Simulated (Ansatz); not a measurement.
# C3H7FGe: two geometries relaxed

Aim: relax the geometries before and after the rotation by 120° about the C2–Ge3 bond, and see whether they are two minima and how far apart in energy. SMILES of the start: C=[CH][GeH2][CH2]F.

Program: Ansatz 0.2.0. Level of theory: RKS B3LYP-D4/def2-SVP. These are calculated values, not measurements.

## 1. The structure to begin with

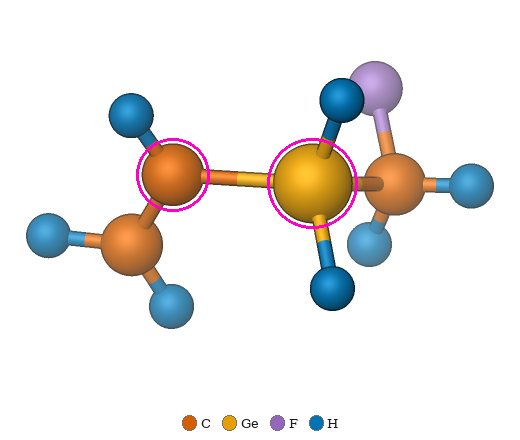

Start, viewed from a free direction; carbon orange, germanium amber, fluorine purple, hydrogen blue. Ringed: C2, Ge3.

Coordinates:

```xyz
12

C    -0.5414    0.8368    1.7310
C    -0.9249    0.9740    0.4314
Ge    0.2597    0.3946   -0.9547
C     0.7438   -1.4900   -0.7153
F    -0.5052   -2.2259   -0.8179
H    -1.2833    1.2300    2.4835
H     0.3973    0.4753    2.0209
H    -1.8462    1.4044    0.1418
H    -0.3471    0.6428   -2.2892
H     1.6153    1.1988   -0.8140
H     1.3586   -1.8361   -1.4838
H     1.1503   -1.6596    0.3002
```

## 2. Relaxing end A

input.yaml

```yaml
crystal:
  periodic: [false, false, false]
  atoms:
    - { symbol: C, position_ang: [-0.5414, 0.8368, 1.731] }
    - { symbol: C, position_ang: [-0.9249, 0.974, 0.4314] }
    - { symbol: Ge, position_ang: [0.2597, 0.3946, -0.9547] }
    - { symbol: C, position_ang: [0.7438, -1.49, -0.7153] }
    - { symbol: F, position_ang: [-0.5052, -2.2259, -0.8179] }
    - { symbol: H, position_ang: [-1.2833, 1.23, 2.4835] }
    - { symbol: H, position_ang: [0.3973, 0.4753, 2.0209] }
    - { symbol: H, position_ang: [-1.8462, 1.4044, 0.1418] }
    - { symbol: H, position_ang: [-0.3471, 0.6428, -2.2892] }
    - { symbol: H, position_ang: [1.6153, 1.1988, -0.814] }
    - { symbol: H, position_ang: [1.3586, -1.8361, -1.4838] }
    - { symbol: H, position_ang: [1.1503, -1.6596, 0.3002] }
basis:
  gaussian: { orbitals: def2-SVP }
hamiltonian:
  xc: b3lyp
  dispersion: d4
relax:
  f_tol: 0.015
  max_steps: 40
output:
  orbitals: {}
```

On the command line:

```console
$ ansatz run input.yaml --threads 2 --pin off --max-ram 3072MiB --backend cpu --events-out ev --progress --plain --runs-dir out
```

Output, cut to the lines that bear on the results:

```text
Warning: RAYON_NUM_THREADS=2 ignored (pool sized by the plan → 2); use --threads N
[...]
Functional definition: B3LYP
[...]
1357 factors; integrals over basis functions are off by at most 3.3e-4 eV
[...]
mean field -62448.34603339 eV, -2294.9343877177 hartree, gradient 1.6e-5 eV, S^2 0.000000; 0 other end points of the search recorded, 0 dependent functions left out
[...]
reference -62448.34628354 eV, -2294.9343969108 hartree; 33, 33 occupied and 90, 90 virtual orbitals, 1357 factors
relax step   1: F+E_penalty+E_count = -62448.72601468 eV  Δ(F+E_penalty+E_count) = +0.000e0 eV  max|allowed force component| = 3.580e0 eV/Å  Δτ_max = 0.0000 Å  (26 SCF iters, accepted)
[...]
relax step   3: F+E_penalty+E_count = -62449.03708314 eV  Δ(F+E_penalty+E_count) = -3.077e-2 eV  max|allowed force component| = 1.264e0 eV/Å  Δτ_max = 0.1501 Å  (29 SCF iters, accepted)
[...]
relax step   5: F+E_penalty+E_count = -62449.10550645 eV  Δ(F+E_penalty+E_count) = -1.106e-2 eV  max|allowed force component| = 7.024e-2 eV/Å  Δτ_max = 0.0803 Å  (28 SCF iters, accepted)
[...]
relax step   7: F+E_penalty+E_count = -62449.11229322 eV  Δ(F+E_penalty+E_count) = -3.907e-3 eV  max|allowed force component| = 8.483e-2 eV/Å  Δτ_max = 0.0371 Å  (28 SCF iters, accepted)
[...]
relax step   9: F+E_penalty+E_count = -62449.12191145 eV  Δ(F+E_penalty+E_count) = -7.242e-3 eV  max|allowed force component| = 3.109e-1 eV/Å  Δτ_max = 0.0290 Å  (30 SCF iters, accepted)
[...]
relax step  10: F+E_penalty+E_count = -62449.13301301 eV  Δ(F+E_penalty+E_count) = -1.110e-2 eV  max|allowed force component| = 7.165e-2 eV/Å  Δτ_max = 0.1846 Å  (28 SCF iters, accepted)
[...]
relax step  11: F+E_penalty+E_count = -62449.13730291 eV  Δ(F+E_penalty+E_count) = -4.290e-3 eV  max|allowed force component| = 3.194e-1 eV/Å  Δτ_max = 0.1966 Å  (28 SCF iters, accepted)
[...]
1357 factors; integrals over basis functions are off by at most 5.6e-4 eV
```

## 3. The log goes on: end point A relaxed

The log, continued, cut to the lines that bear on the results:

```text
mean field -62448.76362290 eV, -2294.9497338492 hartree, gradient 1.3e-5 eV, S^2 0.000000; 0 other end points of the search recorded, 0 dependent functions left out
[...]
reference -62448.76387669 eV, -2294.9497431758 hartree; 33, 33 occupied and 90, 90 virtual orbitals, 1357 factors
relax step  12: F+E_penalty+E_count = -62449.13049528 eV  Δ(F+E_penalty+E_count) = +6.808e-3 eV  max|allowed force component| = 4.812e-1 eV/Å  Δτ_max = 0.1964 Å  (27 SCF iters, rejected (line search))
[...]
relax step  18: F+E_penalty+E_count = -62449.15283352 eV  Δ(F+E_penalty+E_count) = -2.381e-4 eV  max|allowed force component| = 1.532e-2 eV/Å  Δτ_max = 0.0337 Å  (28 SCF iters, accepted)
[...]
relax step  19: F+E_penalty+E_count = -62449.15290908 eV  Δ(F+E_penalty+E_count) = -7.556e-5 eV  max|allowed force component| = 1.391e-2 eV/Å  Δτ_max = 0.0260 Å  (30 SCF iters, accepted)
[...]
Atom 2 at     0.427319     0.316209    -0.757717 Å, force    -0.001681    -0.013276    -0.002240 eV/Å
Atom 3 at     0.602034    -1.649630    -0.982145 Å, force     0.013905     0.006204     0.001710 eV/Å
Atom 4 at    -0.643785    -2.160218    -1.325774 Å, force    -0.008696    -0.001482    -0.000898 eV/Å
Atom 5 at    -1.351986     1.543453     2.533076 Å, force    -0.000771    -0.006280    -0.001610 eV/Å
Atom 6 at     0.389925     1.804553     1.939197 Å, force    -0.008297     0.001642    -0.001332 eV/Å
Atom 7 at    -1.879759     0.253838     0.513184 Å, force     0.011534     0.007932     0.006598 eV/Å
Atom 8 at    -0.049996     0.895876    -2.106735 Å, force     0.000982     0.000891     0.002452 eV/Å
Atom 9 at     1.790915     0.928292    -0.364256 Å, force    -0.002499     0.000823     0.000433 eV/Å
Atom 10 at     1.327416    -1.904275    -1.774534 Å, force    -0.001405     0.000107     0.000285 eV/Å
Atom 11 at     0.936989    -2.122328    -0.042378 Å, force    -0.002201    -0.000061    -0.000808 eV/Å
Dipole moment:     0.229781     0.097335     0.167844 e Å
```

It took 1.9 min on 2 threads of Intel Xeon Platinum 8259CL at 2.50GHz (Skylake/Cascade Lake), shared host; peak memory 0.34 GiB.

The steps of the relaxation:

```tsv
step	energy from step 1 (eV)	largest force component (eV/Å)
1	0.0000	3.5796
2	-0.2803	1.3941
3	-0.3111	1.2643
4	-0.3684	0.4591
5	-0.3795	0.0702
6	-0.3824	0.1604
7	-0.3863	0.0848
8	-0.3887	0.4381
9	-0.3959	0.3109
10	-0.4070	0.0716
11	-0.4113	0.3194
12x	-0.4045	0.4812
13	-0.4190	0.0809
14	-0.4231	0.0232
15	-0.4237	0.2143
16	-0.4257	0.0907
17	-0.4266	0.0130
18	-0.4268	0.0153
19	-0.4269	0.0139
```

Step 1 is the start. 1 step was tried and not accepted (marked x).

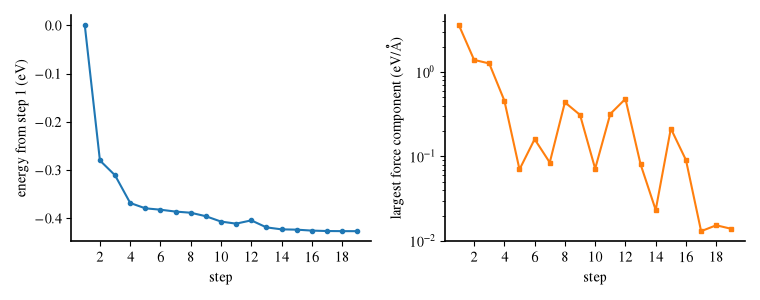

Energy and largest force along the relaxation.

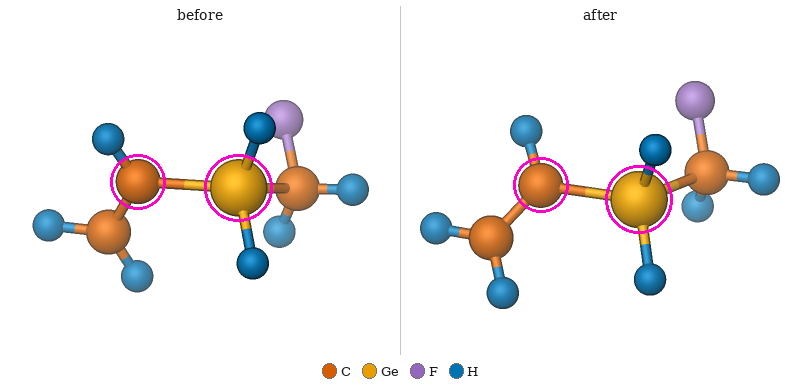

The structure before (left) and after (right), drawn at the same scale.

After: Bond lengths: C1–C2 1.338 Å, C2–Ge3 1.947 Å, Ge3–C4 1.986 Å, C4–F5 1.390 Å, C1–H6 1.096 Å, C1–H7 1.096 Å, C2–H8 1.098 Å, Ge3–H9 1.544 Å, Ge3–H10 1.546 Å, C4–H11 1.104 Å, C4–H12 1.104 Å. Angles (14 of 18 angles, heavy atoms first): C1–C2–Ge3 123.8°, C2–Ge3–C4 108.7°, Ge3–C4–F5 108.2°, C1–C2–H8 119.1°, Ge3–C2–H8 117.1°, C2–C1–H6 122.0°, C2–C1–H7 122.1°, C2–Ge3–H9 110.9°, C2–Ge3–H10 109.5°, C4–Ge3–H9 107.5°, C4–Ge3–H10 110.1°, Ge3–C4–H11 111.5°, Ge3–C4–H12 110.7°, F5–C4–H11 109.1°.

## 4. End point B

The second end starts from a geometry with the move made by hand.

input.yaml

```yaml
crystal:
  periodic: [false, false, false]
  atoms:
    - { symbol: C, position_ang: [-0.5414, 0.8368, 1.731] }
    - { symbol: C, position_ang: [-0.9249, 0.974, 0.4314] }
    - { symbol: Ge, position_ang: [0.2597, 0.3946, -0.9547] }
    - { symbol: C, position_ang: [-0.58021, 0.58814, -2.71552] }
    - { symbol: F, position_ang: [-0.83277, 2.01108, -2.86894] }
    - { symbol: H, position_ang: [-1.2833, 1.23, 2.4835] }
    - { symbol: H, position_ang: [0.3973, 0.4753, 2.0209] }
    - { symbol: H, position_ang: [-1.8462, 1.4044, 0.1418] }
    - { symbol: H, position_ang: [1.54804, 1.13243, -0.87423] }
    - { symbol: H, position_ang: [0.50828, -1.15785, -0.775] }
    - { symbol: H, position_ang: [0.06481, 0.31406, -3.48829] }
    - { symbol: H, position_ang: [-1.55807, 0.0699, -2.73739] }
basis:
  gaussian: { orbitals: def2-SVP }
hamiltonian:
  xc: b3lyp
  dispersion: d4
relax:
  f_tol: 0.015
  max_steps: 40
```

On the command line:

```console
$ ansatz run input.yaml --threads 2 --pin off --max-ram 3072MiB --backend cpu --events-out ev --progress --plain --runs-dir out
```

Output, cut to the lines that bear on the results:

```text
Warning: RAYON_NUM_THREADS=2 ignored (pool sized by the plan → 2); use --threads N
[...]
Functional definition: B3LYP
[...]
1356 factors; integrals over basis functions are off by at most 3.9e-4 eV
[...]
mean field -62448.34894656 eV, -2294.9344947750 hartree, gradient 1.8e-5 eV, S^2 0.000000; 0 other end points of the search recorded, 0 dependent functions left out
[...]
reference -62448.34920139 eV, -2294.9345041396 hartree; 33, 33 occupied and 90, 90 virtual orbitals, 1356 factors
relax step   1: F+E_penalty+E_count = -62448.71816300 eV  Δ(F+E_penalty+E_count) = +0.000e0 eV  max|allowed force component| = 3.564e0 eV/Å  Δτ_max = 0.0000 Å  (26 SCF iters, accepted)
[...]
relax step   4: F+E_penalty+E_count = -62449.08847341 eV  Δ(F+E_penalty+E_count) = -5.719e-2 eV  max|allowed force component| = 5.237e-1 eV/Å  Δτ_max = 0.1558 Å  (28 SCF iters, accepted)
[...]
relax step   7: F+E_penalty+E_count = -62449.11757194 eV  Δ(F+E_penalty+E_count) = -7.740e-3 eV  max|allowed force component| = 2.653e-1 eV/Å  Δτ_max = 0.2000 Å  (27 SCF iters, accepted)
[...]
relax step  10: F+E_penalty+E_count = -62449.14337413 eV  Δ(F+E_penalty+E_count) = -1.075e-2 eV  max|allowed force component| = 7.595e-2 eV/Å  Δτ_max = 0.1528 Å  (28 SCF iters, accepted)
[...]
relax step  11: F+E_penalty+E_count = -62449.14252784 eV  Δ(F+E_penalty+E_count) = +8.463e-4 eV  max|allowed force component| = 3.904e-1 eV/Å  Δτ_max = 0.1991 Å  (27 SCF iters, rejected (line search))
[...]
relax step  12: F+E_penalty+E_count = -62449.14657744 eV  Δ(F+E_penalty+E_count) = -3.203e-3 eV  max|allowed force component| = 9.867e-2 eV/Å  Δτ_max = 0.0995 Å  (28 SCF iters, accepted)
[...]
1356 factors; integrals over basis functions are off by at most 3.8e-4 eV
```

## 5. More of the same log: end point B relaxed

The log, continued, cut to the lines that bear on the results:

```text
[...]
mean field -62448.78207061 eV, -2294.9504117899 hartree, gradient 1.3e-5 eV, S^2 0.000000; 0 other end points of the search recorded, 0 dependent functions left out
[...]
reference -62448.78232476 eV, -2294.9504211301 hartree; 33, 33 occupied and 90, 90 virtual orbitals, 1356 factors
relax step  13: F+E_penalty+E_count = -62449.14831970 eV  Δ(F+E_penalty+E_count) = -1.742e-3 eV  max|allowed force component| = 1.425e-1 eV/Å  Δτ_max = 0.0981 Å  (29 SCF iters, accepted)
[...]
relax step  18: F+E_penalty+E_count = -62449.15291722 eV  Δ(F+E_penalty+E_count) = -9.055e-5 eV  max|allowed force component| = 1.751e-2 eV/Å  Δτ_max = 0.0172 Å  (29 SCF iters, accepted)
[...]
relax step  19: F+E_penalty+E_count = -62449.15293318 eV  Δ(F+E_penalty+E_count) = -1.596e-5 eV  max|allowed force component| = 5.242e-3 eV/Å  Δτ_max = 0.0021 Å  (21 SCF iters, accepted)
[...]
Atom 2 at     0.450394     0.561676    -0.982313 Å, force     0.002152    -0.002087    -0.000474 eV/Å
Atom 3 at    -0.684267     0.471648    -2.609474 Å, force     0.001838     0.004219    -0.002467 eV/Å
Atom 4 at    -1.120449     1.758070    -2.904498 Å, force    -0.000974    -0.000378    -0.000071 eV/Å
Atom 5 at    -1.440939     1.080941     2.431619 Å, force    -0.000145     0.001505    -0.000461 eV/Å
Atom 6 at    -0.390941    -0.335990     1.844575 Å, force     0.000364     0.000326     0.001840 eV/Å
Atom 7 at    -1.074170     2.269949     0.320089 Å, force     0.001362    -0.001584    -0.000564 eV/Å
Atom 8 at     1.647187     1.483509    -1.300723 Å, force    -0.001415    -0.000265    -0.001089 eV/Å
Atom 9 at     0.949805    -0.851074    -0.603874 Å, force     0.000743    -0.000349     0.001088 eV/Å
Atom 10 at    -0.124434     0.073720    -3.473746 Å, force    -0.000255    -0.000931     0.000380 eV/Å
Atom 11 at    -1.562816    -0.174598    -2.439054 Å, force    -0.001197    -0.000977    -0.000021 eV/Å
Dipole moment:     0.010396    -0.274215     0.121936 e Å
```

It took 1.9 min on 2 threads of Intel Xeon Platinum 8259CL at 2.50GHz (Skylake/Cascade Lake), shared host; peak memory 0.33 GiB.

The steps of the relaxation:

```tsv
step	energy from step 1 (eV)	largest force component (eV/Å)
1	0.0000	3.5643
2	-0.2777	1.2785
3	-0.3131	0.8260
4	-0.3703	0.5237
5	-0.3862	0.1574
6	-0.3917	0.1759
7	-0.3994	0.2653
8	-0.4031	0.3862
9	-0.4145	0.1605
10	-0.4252	0.0760
11x	-0.4244	0.3904
12	-0.4284	0.0987
13	-0.4302	0.1425
14	-0.4321	0.1872
15	-0.4342	0.0170
16	-0.4345	0.0163
17	-0.4347	0.0308
18	-0.4348	0.0175
19	-0.4348	0.0052
```

Step 1 is the start. 1 step was tried and not accepted (marked x).

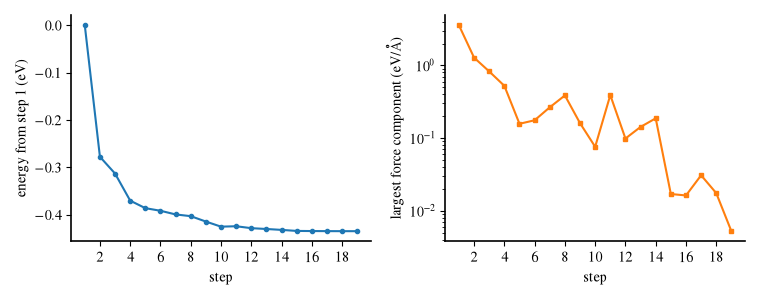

Energy and largest force along the relaxation.

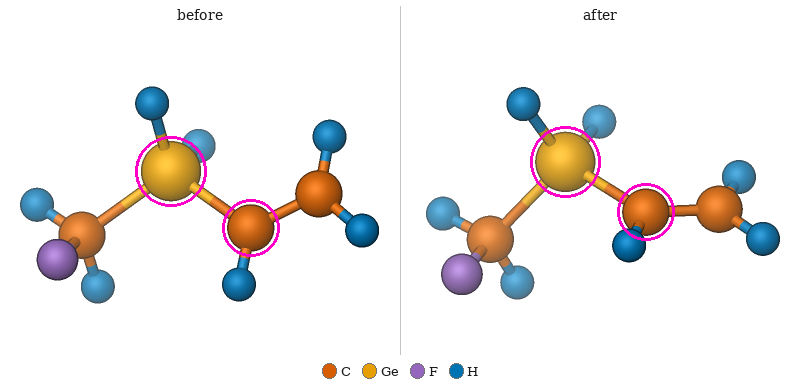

Before and after, at one scale.

After: Bond lengths: C1–C2 1.338 Å, C2–Ge3 1.946 Å, Ge3–C4 1.986 Å, C4–F5 1.390 Å, C1–H6 1.096 Å, C1–H7 1.096 Å, C2–H8 1.097 Å, Ge3–H9 1.544 Å, Ge3–H10 1.545 Å, C4–H11 1.104 Å, C4–H12 1.104 Å. Angles (14 of 18 angles, heavy atoms first): C1–C2–Ge3 123.9°, C2–Ge3–C4 108.6°, Ge3–C4–F5 108.1°, C1–C2–H8 119.0°, Ge3–C2–H8 117.1°, C2–C1–H6 122.0°, C2–C1–H7 122.1°, C2–Ge3–H9 110.9°, C2–Ge3–H10 109.5°, C4–Ge3–H9 107.5°, C4–Ge3–H10 110.1°, Ge3–C4–H11 111.6°, Ge3–C4–H12 110.8°, F5–C4–H11 109.1°.

## 6. Results

```
                           quantity                     value
                              end A  17 moves, 0.427 eV lower
                              end B  17 moves, 0.435 eV lower
largest difference between the ends                    0.01 Å
            end B relative to end A                 -0.000 eV
```

**Reading.** The two relaxations end at one structure, within 0.01 Å: no second minimum was found from this start, which doesn't rule one out.
